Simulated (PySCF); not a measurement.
Sn(H)2(SMe)2, C2H8S2Sn, SMILES C[S][SnH2][S]C at its CAM-B3LYP/def2-SVP optimised geometry (Å):

```
13

Sn    -0.4004    -1.1160     0.0000
S     -1.3143     1.1160     0.0000
C     -0.7541     1.7035     1.6371
S     -1.0564    -2.1726     2.0831
C      0.5477    -2.8065     2.6876
H      1.3143    -1.1160     0.0000
H     -1.0622    -1.9005    -1.3637
H     -0.9898     0.9726     2.4224
H     -1.3019     2.6325     1.8426
H      0.3225     1.9221     1.6433
H      1.3089    -2.0174     2.7492
H      0.9243    -3.6310     2.0680
H      0.3657    -3.1905     3.7003
```

Calculation: CAM-B3LYP/def2-TZVP, def2 effective core potentials past Kr (PySCF). The core electrons that the potentials of Sn replace are not part of the density. Cells within 0.4 Å of a nucleus heavier than hydrogen are left out (blank, or x).

Map of the electron localisation function on the plane z = 0.0 Å:

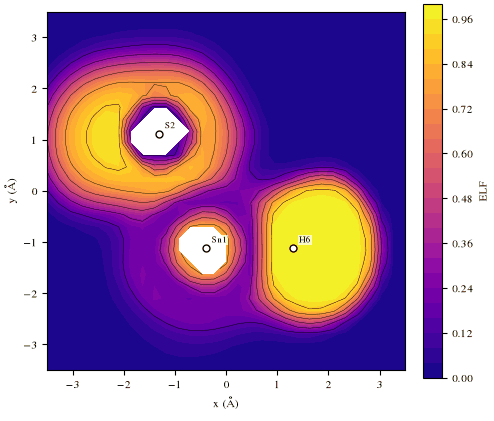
Figure: Electron localisation function on the plane z = 0.0 Å.
